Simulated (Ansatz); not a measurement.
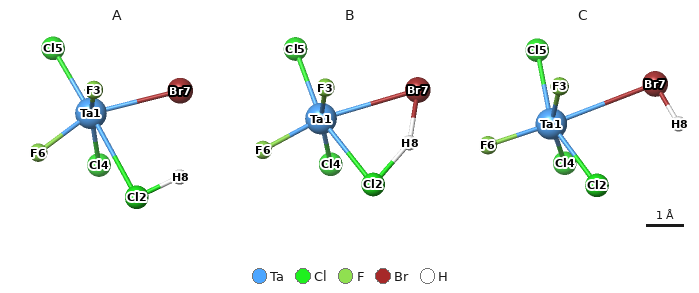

3 geometries from a converged minimum-energy path of TaHBrCl3F2, shuffled. A ball-and-stick model, seen from a free direction.

These are results of RKS PBE/def2-SVP (Ansatz), not measurements. Run with 5 movable images; climbing image; force threshold 0.05 eV/Å; iteration limit 60; starting path through a guess of the saddle point.

### One of them is the converged climbing image. Which?

B. In order along the path, whose images run from 0 to 6: C (image 0, 0.000 eV), B (image 3, +0.236 eV), A (image 6, −0.024 eV). A hydrogen atom shifts from one atom to another. Breaking: Br7–H8 (1.44 → 1.69 at the top → 2.78 Å). Forming: Cl2–H8 (2.91 → 1.61 at the top → 1.31 Å).

Cost: 2.8 min on 4 threads of Arm Neoverse V1, on a shared host, peak memory 0.27 GiB.
